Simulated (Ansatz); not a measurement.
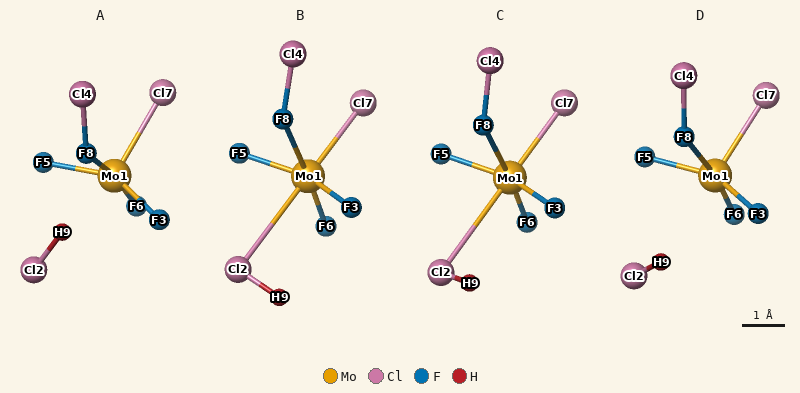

4 geometries from one relaxation of MoHCl3F4, in shuffled order. Style: ball-and-stick. Shown from a free direction.

The run prepares an end point of a later path (reaction) calculation, from a guessed geometry.

Level of theory: Ansatz 0.2.0, RHF/def2-SVP. (no spin polarisation; force threshold 0.03 eV/Å; at most 50 steps)

### Put them in the order of the run, from the start to the converged end.

A, D, C, B. They are steps 0, 4, 8, 21, at +1.111 eV, +0.156 eV, +0.038 eV relative to the last. H9 moves most after the best rigid fit: 1.82 Å. Largest moves by element: H 1.82 Å, Cl 1.00 Å, F 0.91 Å, Mo 0.28 Å. Some distances before and after: Mo1–Cl2 3.510 → 2.976 Å, Mo1–F8 1.931 → 2.409 Å, Cl4–F8 1.686 → 1.636 Å, Cl2–H9 1.321 → 1.277 Å. Bond angles that change, for instance: F5–Mo1–F6 94.4° → 101.4°, F5–Mo1–Cl7 107.5° → 101.5°, F3–Mo1–F8 82.5° → 79.7°. Over 17 accepted moves (21 points after the start) the energy falls by 1.111 eV. The largest force component goes from 4.6 to 0.015 eV/Å. The line search rejected the trial steps at points 10, 13, 17, 19 of the run. The forces were under the threshold at step 16, but the run went on from there.

Limits of the set-up: Hartree-Fock leaves out electron correlation.
